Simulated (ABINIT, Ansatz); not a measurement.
# KF (Carobbiite): zone-centre phonons, part 2 of 2

Wanted: the vibrations of KF (Carobbiite) at Γ, by two programs.

ABINIT 10.8.3; DFT LDA, scalar-relativistic, plane waves, PseudoDojo norm-conserving pseudopotentials.

So far. Step 3 (Self-consistent run for the response): The cell stands at -1.8 GPa: the relaxation ran with a smoothed and higher cutoff and on another k mesh. Step 5 (Linear response at Γ): The acoustic modes at Γ come out as far as 2.3 cm⁻¹ from zero, where they should vanish, a small numerical error; the Born charges miss their sum rule by 8.1e-4 e, which is good. The relaxed cell has a = 5.158 Å (conventional setting).

### 6. Modes with the sum rule

anaddb reads the merged derivatives, imposes the acoustic sum rule and charge neutrality, and adds the LO-TO term along chosen directions.

The input, anaddb.abi:

```
ddb_filepath "gamma_DDB"
output_file "anaddb.abo"
outdata_prefix "anaddb"
asr 1
chneut 1
enunit 2
eivec 1
nph1l 1
qph1l 0.0 0.0 0.0 1.0
dieflag 1
nph2l 3
qph2l 
    1.0 0.0 0.0 0.0
    0.0 0.0 1.0 0.0
    1.0 1.0 1.0 0.0
```

The input, mrgddb.in:

```
gamma_DDB
merged
2
dfpt_gammao_DS2_DDB
gso_DDB
```

On the command line:

```sh
> mrgddb < mrgddb.in > mrgddb.log
> OMP_NUM_THREADS=1 anaddb anaddb.abi > anaddb.log
```

anaddb.abo, the main output file:

```text
[banners, grids, parts of the stress and lines that vanish by symmetry left out]
-outvars_anaddb: echo values of input variables ----------------------

 Flags :
[...]
Dielectric Tensor and Effective Charges
[...]
Effective charge tensors after
[...]
Phonon wavevector (reduced coordinates) :  0.00000  0.00000  0.00000
 Phonon energies in Hartree :
[...]
Phonon energies in meV     :
-  0.000000E+00  0.000000E+00  0.000000E+00  2.615018E+01  2.615018E+01
-  2.615018E+01
 Phonon frequencies in cm-1    :
-  0.000000E+00  0.000000E+00  0.000000E+00  2.109154E+02  2.109154E+02
-  2.109154E+02
 Phonon frequencies in Thz     :
-  0.000000E+00  0.000000E+00  0.000000E+00  6.323085E+00  6.323085E+00
-  6.323085E+00
 Phonon energies in Kelvin  :
-  0.000000E+00  0.000000E+00  0.000000E+00  3.034602E+02  3.034602E+02
-  3.034602E+02
[...]
-  1  0.00000000E+00  0.00000000E+00  3.07287066E-03
-     0.00000000E+00  0.00000000E+00  0.00000000E+00
-  2  0.00000000E+00  0.00000000E+00  3.07286902E-03
-     0.00000000E+00  0.00000000E+00  0.00000000E+00
[...]
-  1  0.00000000E+00  3.07287066E-03  0.00000000E+00
-     0.00000000E+00  0.00000000E+00  0.00000000E+00
-  2  0.00000000E+00  3.07286902E-03  0.00000000E+00
-     0.00000000E+00  0.00000000E+00  0.00000000E+00
[...]
-  1  3.07287066E-03  0.00000000E+00  0.00000000E+00
-     0.00000000E+00  0.00000000E+00  0.00000000E+00
-  2  3.07286902E-03  0.00000000E+00  0.00000000E+00
-     0.00000000E+00  0.00000000E+00  0.00000000E+00
[...]
-  1  0.00000000E+00  1.39855478E-07  2.14202068E-03
-     0.00000000E+00  0.00000000E+00  0.00000000E+00
-  2 -1.95899393E-07 -2.87819683E-07 -4.40823427E-03
-     0.00000000E+00  0.00000000E+00  0.00000000E+00
[...]
-  1  1.71581846E-07 -2.14202068E-03  1.39847853E-07
-     0.00000000E+00  0.00000000E+00  0.00000000E+00
-  2 -3.53111890E-07  4.40823426E-03 -2.87803990E-07
-     0.00000000E+00  0.00000000E+00  0.00000000E+00
[...]
-  1  2.14202068E-03  1.71575630E-07  0.00000000E+00
-     0.00000000E+00  0.00000000E+00  0.00000000E+00
-  2 -4.40823427E-03 -3.53099099E-07  1.95922447E-07
-     0.00000000E+00  0.00000000E+00  0.00000000E+00
[...]
-     1         -0.000000     0.000000     0.000000     0.000000
-     2          0.000000     0.000000    -0.000000     0.000000
-     3          0.000000    -0.000000    -0.000000     0.000000
-     4          0.000068     0.000100     1.537583     1.537583
-     5          0.000123    -1.537583     0.000100     1.537583
-     6          1.537583     0.000123    -0.000068     1.537583
[...]
-   1     Real    0.0000E+00  0.0000E+00  0.0000E+00  0.0000E+00  0.0000E+00  0.0000E+00  0.0000E+00
[...]
-   2     Real    0.0000E+00  0.0000E+00  0.0000E+00  0.0000E+00  0.0000E+00  0.0000E+00  0.0000E+00
[...]
-   3     Real    0.0000E+00  0.0000E+00  0.0000E+00  0.0000E+00  0.0000E+00  0.0000E+00  0.0000E+00
[...]
-   4     Real    1.1215E-13  2.4209E-13  5.6789E-05  1.6477E-13  2.5237E-09  3.7078E-09  5.6789E-05
[...]
-   5     Real    3.6438E-13  5.6789E-05  2.4206E-13 -4.5490E-09  2.9699E-13 -3.7076E-09  5.6789E-05
[...]
-   6     Real    5.6789E-05  3.6436E-13  1.1218E-13  4.5488E-09 -2.5240E-09 -2.0217E-13  5.6789E-05
[...]
Phonon at Gamma, with non-analyticity in the
[...]
Phonon energies in Hartree :
[...]
Phonon energies in meV     :
-  0.000000E+00  0.000000E+00  0.000000E+00  2.615018E+01  2.615018E+01
-  4.210507E+01
 Phonon frequencies in cm-1    :
-  0.000000E+00  0.000000E+00  0.000000E+00  2.109154E+02  2.109154E+02
-  3.396003E+02
 Phonon frequencies in Thz     :
-  0.000000E+00  0.000000E+00  0.000000E+00  6.323085E+00  6.323085E+00
-  1.018096E+01
 Phonon energies in Kelvin  :
-  0.000000E+00  0.000000E+00  0.000000E+00  3.034602E+02  3.034602E+02
-  4.886091E+02
[...]
-  1  0.00000000E+00  0.00000000E+00  3.07287066E-03
-     0.00000000E+00  0.00000000E+00  0.00000000E+00
-  2  0.00000000E+00  0.00000000E+00  3.07286902E-03
-     0.00000000E+00  0.00000000E+00  0.00000000E+00
[...]
Phonon at Gamma, with non-analyticity in the
[...]
Phonon energies in Hartree :
[...]
Phonon energies in meV     :
-  0.000000E+00  0.000000E+00  0.000000E+00  2.615018E+01  2.615018E+01
-  4.210507E+01
 Phonon frequencies in cm-1    :
-  0.000000E+00  0.000000E+00  0.000000E+00  2.109154E+02  2.109154E+02
-  3.396003E+02
 Phonon frequencies in Thz     :
-  0.000000E+00  0.000000E+00  0.000000E+00  6.323085E+00  6.323085E+00
-  1.018096E+01
 Phonon energies in Kelvin  :
-  0.000000E+00  0.000000E+00  0.000000E+00  3.034602E+02  3.034602E+02
-  4.886091E+02
[...]
Phonon at Gamma, with non-analyticity in the
[...]
Phonon energies in Hartree :
[...]
Phonon energies in meV     :
-  0.000000E+00  0.000000E+00  0.000000E+00  2.615018E+01  2.615018E+01
-  4.210507E+01
 Phonon frequencies in cm-1    :
-  0.000000E+00  0.000000E+00  0.000000E+00  2.109154E+02  2.109154E+02
-  3.396003E+02
 Phonon frequencies in Thz     :
-  0.000000E+00  0.000000E+00  0.000000E+00  6.323085E+00  6.323085E+00
-  1.018096E+01
 Phonon energies in Kelvin  :
-  0.000000E+00  0.000000E+00  0.000000E+00  3.034602E+02  3.034602E+02
-  4.886091E+02
[...]
-  1  6.70275831E-06 -3.07279779E-03 -2.00550065E-05
-     0.00000000E+00  0.00000000E+00  0.00000000E+00
-  2  6.70241634E-06 -3.07279649E-03 -2.00553341E-05
-     0.00000000E+00  0.00000000E+00  0.00000000E+00
[...]
-  1  3.07285923E-03  6.66997804E-06  5.00903725E-06
-     0.00000000E+00  0.00000000E+00  0.00000000E+00
-  2  3.07285792E-03  6.67031267E-06  5.00937278E-06
-     0.00000000E+00  0.00000000E+00  0.00000000E+00
[...]
-  1  2.77104195E-04  1.35695326E-03 -1.63405745E-03
-     0.00000000E+00  0.00000000E+00  0.00000000E+00
-  2 -5.70274703E-04 -2.79258174E-03  3.36285645E-03
-     0.00000000E+00  0.00000000E+00  0.00000000E+00
[...]
-  1  1.72686084E-03 -1.10340969E-03 -6.23451147E-04
-     0.00000000E+00  0.00000000E+00  0.00000000E+00
-  2 -3.55384390E-03  2.27079433E-03  1.28304957E-03
-     0.00000000E+00  0.00000000E+00  0.00000000E+00
[...]
Direction                     Dielectric constant
[...]
0.00000   0.00000   1.00000      5.43267358
   1.00000   1.00000   1.00000      5.43267358
-
```

Wall time 0.76 s (1 thread of Intel Xeon at 2.70GHz, shared host).

This step gave:

| Property | Result |
| --- | --- |
| mean static dielectric constant | 5.433 |
| highest mode moved by the LO-TO term | 339.6 cm⁻¹ |

No LO-TO term; unit eigenvectors of the mass-weighted matrix, from anaddb's displacements. The modes at Γ (shares of kinetic energy by element, %):

```tsv
mode	frequency (cm⁻¹)	symmetry	K %	F %
1	0.0	acoustic	67	33
2	0.0	acoustic	67	33
3	0.0	acoustic	67	33
4	210.9	T1u	33	67
5	210.9	T1u	33	67
6	210.9	T1u	33	67
```

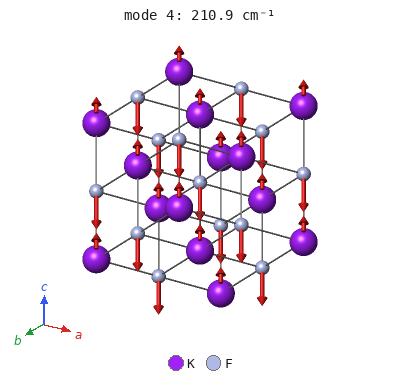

Displacement patterns of mode 4 at Γ; arrows are exaggerated. Some periodic images of atoms are drawn too.

Trace of the oscillator strength, degenerate modes summed. Lines of the infrared spectrum (strongest = 100):

```tsv
position (cm⁻¹)	lines merged	IR intensity, relative
211	3	100
```

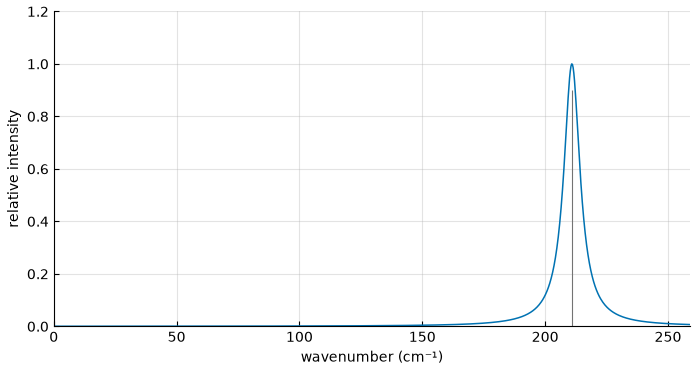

The infrared spectrum, broadened with Lorentzians of width 8 cm⁻¹; bars mark the lines.

Static dielectric tensor (ions relaxed, fixed cell):

```
5.43 0.00 0.00
0.00 5.43 0.00
0.00 0.00 5.43
```

The rule moves no optical mode by more than 0.1 cm⁻¹.

### 7. A second program

The same cell, potentials and cutoff go through another code, on another k mesh. Its k mesh is centred on Γ.

This step: DFT LDA, scalar-relativistic, plane waves, PseudoDojo norm-conserving pseudopotentials (Ansatz 0.2.0).

The input, input.yaml:

```yaml
crystal:
  lattice:
    - [0.0, 2.5791403957, 2.5791403957]
    - [2.5791403957, 0.0, 2.5791403957]
    - [2.5791403957, 2.5791403957, 0.0]
  atoms:
    - { symbol: K, position: [0.0, 0.0, 0.0] }
    - { symbol: F, position: [0.5, 0.5, 0.5] }
kpoints:
  mp_grid: { grid: [8, 8, 8] }
hamiltonian:
  xc: lda
  pseudopotentials: { kind: nc, accuracy: standard }
scf:
  occupations: { method: fixed }
output:
  eigenvalues: true
basis:
  ecutwfc: 925.187
phonons:
  method: dfpt
  dielectric: true
  rigid_motions: translations
```

On the command line:

```sh
> ansatz run input.yaml --threads 2 --pin off --max-ram 4096MiB --backend cpu --events-out ev --progress --plain --runs-dir out
```

The program printed:

```text
Warning: basis.ecutwfc = 925.187 eV is below the records' recommended 1142.878222 eV, and the density's cutoff is lower with it unless basis.ecutrho_ratio is high enough to keep the records' density cutoff: compare with a run at a higher cutoff
Engine: ansatz 0.2.0, x86_64-unknown-linux-gnu
Pseudopotentials: kind: nc
Pseudopotential: K, nc, valence charge 9, recommended cutoff 979.609905 eV (normal), K.nc.azcp (PseudoDojo's, or run here from an input of PseudoDojo's; its table is named by hamiltonian.pseudopotentials.accuracy)
Pseudopotential: F, nc, valence charge 7, recommended cutoff 1142.878222 eV (normal), F.nc.azcp (PseudoDojo's, or run here from an input of PseudoDojo's; its table is named by hamiltonian.pseudopotentials.accuracy)
Functional definition: SPW92
  exchange = slater_x
  correlation = pw_c
Crystal: 2 atoms, lattice volume = 34.313 Å³
Basis set: ecut = 925.187 eV, 2133 PW (Γ), exchange–correlation on 80×80×80 points (8 copies of the dense FFT grid, shifted against one another)
Bands: 12, of which v1, the nominal top of the filled ones, is band 8 counted from 1 (7 counted from 0)
Symmetry: 48 space group operations
k-points: 59 of 512 (irreducible under 8 space group operations, time reversal used)
Non-local potential: K, projectors of the file, l = 0: 2, l = 1: 2, l = 2: 2
Non-local potential: F, projectors of the file, l = 0: 2, l = 1: 2, l = 2: 1
Initial density: superposition of atomic densities (chi_scale 0.1, normalization cell, long waves kept (reshape's long-wave potential 0.00 eV rms))
Initial wavefunctions: pseudopotential atomic-orbital guess
Functional: x = slater, c = lda
SCF iter   1: F=—  HF=-1489.395049 eV  |F-HF|=—  |Δ(HF+E_count)|=         —  Δρ=2.05e-1  dr2=1.24e1  ethr=3.10e-3  ⟨swp⟩=6.3  Hψ=4508  notcnv=0  defer=105
preconditioner: auto → none  [insulator: Δε(μ)=2.888 eV  Ē_g=16.128 eV  n_scr=8 (ndim 8)  ℏωp=23.7 eV  f_vac=0.000  ε∞_Penn≈3.2]
SCF iter   2: F=—  HF=-1487.746045 eV  |F-HF|=—  |Δ(HF+E_count)|=    1.65e0  Δρ=1.52e-1  dr2=5.08e0  ethr=3.10e-3  ⟨swp⟩=4.2  Hψ=2696  notcnv=0  defer=113
SCF iter   3: F=—  HF=-1486.188986 eV  |F-HF|=—  |Δ(HF+E_count)|=    1.56e0  Δρ=2.21e-2  dr2=1.42e-1  ethr=3.10e-3  ⟨swp⟩=3.0  Hψ=1409  notcnv=0  defer=111
SCF iter   4: F=—  HF=-1486.162566 eV  |F-HF|=—  |Δ(HF+E_count)|=   2.64e-2  Δρ=9.88e-3  dr2=2.37e-2  ethr=8.87e-4  ⟨swp⟩=2.0  Hψ=1719  notcnv=0  defer=113
SCF iter   5: F=—  HF=-1486.156444 eV  |F-HF|=—  |Δ(HF+E_count)|=   6.12e-3  Δρ=8.85e-4  dr2=2.45e-4  ethr=1.48e-4  ⟨swp⟩=2.2  Hψ=1058  notcnv=0  defer=116
SCF iter   6: F=—  HF=-1486.156510 eV  |F-HF|=—  |Δ(HF+E_count)|=   6.66e-5  Δρ=1.93e-4  dr2=6.44e-6  ethr=1.53e-6  ⟨swp⟩=2.0  Hψ=1237  notcnv=0  defer=116
SCF iter   7: F=—  HF=-1486.156510 eV  |F-HF|=—  |Δ(HF+E_count)|=   1.53e-7  Δρ=1.21e-4  dr2=4.56e-6  ethr=4.02e-8  ⟨swp⟩=2.0  Hψ=1130  notcnv=0  defer=110
SCF iter   8: F=—  HF=-1486.156508 eV  |F-HF|=—  |Δ(HF+E_count)|=   2.54e-6  Δρ=2.03e-5  dr2=1.45e-7  ethr=2.85e-8  ⟨swp⟩=2.0  Hψ=876  notcnv=0  defer=87
SCF iter   9: F=—  HF=-1486.156510 eV  |F-HF|=—  |Δ(HF+E_count)|=   2.37e-6  Δρ=4.77e-6  dr2=6.92e-9  ethr=9.04e-10  ⟨swp⟩=2.0  Hψ=880  notcnv=0  defer=57
SCF iter  10: F=-1486.156510 eV  HF=-1486.156510 eV  |F-HF|=1.39e-11  |Δ(HF+E_count)|=   1.70e-9  Δρ=2.74e-7  dr2=1.87e-11  ethr=1.00e-12  ⟨swp⟩=9.0  Hψ=6140  notcnv=0
SCF 1 converged in 10 iterations: F = -1486.156510 eV  dr2 = 1.87e-11
DFPT response loops at Γ: preconditioner auto → none (the input reference at scf.mixing.eps_inf says where Resta's filter doesn't serve); β = 0.50; Broyden in place of MSR1
SCF converged after 10 iterations
Free energy (F): -1486.156510 eV
Harris-Foulkes:  -1486.156510 eV  (|F-HF|=1.39e-11)
Internal energy: -1486.156510 eV  (E = F + TS)
E sigma→0 (E₀):  -1486.156510 eV
Fermi energy:    1.882054 eV
--- Per-component energies (eV) ---
  E_band       = -113.043716
  E_kinetic    = 720.651216
  E_local      = -1269.281569  (includes V_loc(G=0)·N_el)
  E_nonlocal   = 43.319593
  E_hartree    = 360.814184
  E_xc         = -318.081189
  E_vxc        = -329.361191  (∫ρ·V_xc dr)
  E_ewald      = -1023.578746
  E_smearing   = -0.000000  (= −TS)
  E_closure    = 0.000000  (closes the sum)
  Σ components = -1486.156510   (vs F -1486.156510, Δ=0.00e0)
--- Band table (eV; the first three rows and the last of 59) ---
  k-point 0: bands = [... 4 lower, -6.8457, 1.8821, 1.8821, 1.8821, 8.2772, 12.7010, 12.7010, 12.7010]
  k-point 1: bands = [... 4 lower, -6.8524, 1.7071, 1.8091, 1.8091, 8.7589, 12.4131, 12.9389, 12.9389]
  k-point 2: bands = [... 4 lower, -6.8680, 1.3429, 1.6414, 1.6414, 9.9191, 12.0649, 13.5373, 13.5373]
  k-point 58: bands = [... 4 lower, -6.9502, 1.3648, 1.7654, 1.7654, 11.6999, 11.6999, 13.5722, 15.8954]
--- Phonons (Γ-DFPT): 2 representative perturbations + reference, on 59 of 512 k-points (Σ response iterations 6) ---
  k mesh reduced under 8 symmetry operations, with k and −k counted as one. Each operation leaves every solved perturbation unchanged. A smaller set is not considered because the run solves the response to a homogeneous field
  ASR residual: 5.708e-4 → 0.000e0 eV/Å²; symmetrization residual: 1.592e-6 eV/Å²
  ASR residual per site (eV/Å²): 3.15e-5 5.71e-4
  Γ frequencies (cm⁻¹): 0.00 0.00 0.00 210.91 210.91 210.91
  ε∞ (high-frequency dielectric tensor):
        2.095343    -0.000000    -0.000000
        0.000000     2.095343    -0.000000
        0.000000     0.000000     2.095343
  ε⁰ (static dielectric tensor: ions relaxed, cell fixed):
        5.435877    -0.000000    -0.000000
        0.000000     5.435877    -0.000000
        0.000000    -0.000000     5.435877
  ε⁰ − ε∞ (ionic part):
        3.340535    -0.000000     0.000000
       -0.000000     3.340535    -0.000000
        0.000000    -0.000000     3.340535
  softest optical mode at Γ: 210.91 cm⁻¹; the repairs (sum rule, projections) moved no ω² at Γ by more than (2.88 cm⁻¹)²
  Born effective charges Z* (e; rows j = field, columns β = displacement):
    site 0:
         1.15102   -0.00000    0.00000
         0.00000    1.15102    0.00000
         0.00000   -0.00000    1.15102
    site 1:
        -1.15102    0.00000    0.00000
         0.00000   -1.15102   -0.00000
         0.00000    0.00000   -1.15102
  Z* charge neutrality: 2.643e-5 e pre-enforcement
  k-mesh period / interband length: 29.2 Å / 0.87 Å = 33.38 at k = (0.0000, 0.0000, 0.0000), direct gap 6.395 eV — 14 or more, which is no proof of convergence
  optical modes at Γ without the LO–TO term, one row a degenerate level:
      ω (cm⁻¹)  modes    IR ((D/Å)²/amu)
        210.91      3             7.1718
  optical modes at Γ + LO–TO along q̂ = [1.0000, 0.0000, 0.0000]:
      ω (cm⁻¹)  modes    IR ((D/Å)²/amu)
        210.91      2             4.7812
        339.71      1             2.3906
  optical modes at Γ + LO–TO along q̂ = [0.0000, 1.0000, 0.0000]:
      ω (cm⁻¹)  modes    IR ((D/Å)²/amu)
        210.91      2             4.7812
        339.71      1             2.3906
  optical modes at Γ + LO–TO along q̂ = [0.0000, 0.0000, 1.0000]:
      ω (cm⁻¹)  modes    IR ((D/Å)²/amu)
        210.91      2             4.7812
        339.71      1             2.3906
```

Run time: 14 s. Hardware: 2 threads; peak memory 0.53 GiB; 27 s of CPU time.

This step gave:

```
sum-rule residual before enforcement : 5.71e-4 eV/Å²
miss of the charge sum rule          : 2.64e-5 e
mean static dielectric constant      : 5.436
highest mode moved by the LO-TO term : 339.7 cm⁻¹
```

Transverse modes. Infrared lines, with heights relative to the strongest:

```tsv
position (cm⁻¹)	label	IR intensity ((D/Å)²/amu), degenerate modes summed, relative
211	T1u	100
```

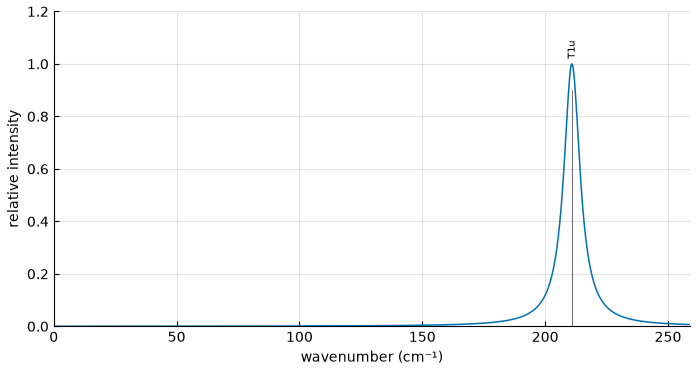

The infrared spectrum, broadened with Lorentzians of width 8 cm⁻¹; bars mark the lines.

### 8. The two compared: ABINIT PseudoDojo and Ansatz, PseudoDojo

Worked out from the results:

```
root-mean-square difference : 0.01 cm⁻¹
largest difference          : 0.01 cm⁻¹
```

Frequencies side by side, by row:

```tsv
q (reciprocal lattice)	mode	ABINIT PseudoDojo (cm⁻¹)	Ansatz, PseudoDojo (cm⁻¹)
0 0 0	1	0	0
0 0 0	2	0	0
0 0 0	3	0	0
0 0 0	4	210.9	210.9
0 0 0	5	210.9	210.9
0 0 0	6	210.9	210.9
```

The two runs side by side. Further quantities:

```tsv
quantity	ABINIT PseudoDojo	Ansatz, PseudoDojo
mean ε∞	2.095	2.095
largest Born charge in size (e; the first before, the second after the charge sum rule)	1.151	1.151
summed IR intensity ((D/Å)²/amu)	7.165	7.172
```

At the zone centre the largest difference (acoustic modes at Γ apart) is 0.005 % of the highest mode.

### 9. Summary of results

```
space group after relaxation                                           : Fm-3m
volume per atom                                                        : 17.2 Å³
highest optical zone-centre mode (no LO-TO term)                       : 210.9 cm⁻¹
highest mode moved by the LO-TO term                                   : 339.6 cm⁻¹
mean high-frequency dielectric constant                                : 2.10
largest Born charge in size (third of the trace)                       : 1.15 e
mean static dielectric constant                                        : 5.43
imaginary optical modes at the zone centre (no q mesh in this session) : none
largest difference from Ansatz, PseudoDojo                             : 0.01 cm⁻¹
```

What this shows: At the LDA level the optical modes of KF (Carobbiite) at the zone centre (no LO-TO term) lie at 211 cm⁻¹. The base run prints -1.8 GPa, mostly the error of a finite basis; the relaxation, with a smoothed and higher cutoff, had brought the cell to rest. An error of this size shows a cutoff that is short for these files. Along the directions run, the highest mode that the macroscopic field moves lies at 340 cm⁻¹. Lattice motion raises the mean dielectric constant from 2.095 to 5.433. The Born charge of K is 1.151 e against a formal charge of +1, somewhat above it. The Lyddane-Sachs-Teller relation holds: (ωLO/ωTO)² is 2.59 and ε₀/ε∞ is 2.59. ABINIT PseudoDojo and Ansatz, PseudoDojo agree to 0.01 cm⁻¹ (0.005 % of the highest mode compared) on all solved modes but the acoustic ones at Γ, without the LO-TO term. These are harmonic frequencies at zero temperature: anharmonic shifts and linewidths and thermal expansion are left out. Ansatz warns that the cutoff lies 19 % under the one recommended for these files; agreement at one cutoff is not convergence.

[Host names and launcher messages were left out of these logs when they were recorded.]

[Logs are printed without paths, hosts, clocks, repeated set-up lines and the standing remarks that a program may print on its own settings, such as how far it seeks lower states.]

[Hosts, paths, dates, database ids (printed as entryN), source tags and the programs' standing remarks are cut or masked in the printed files.]
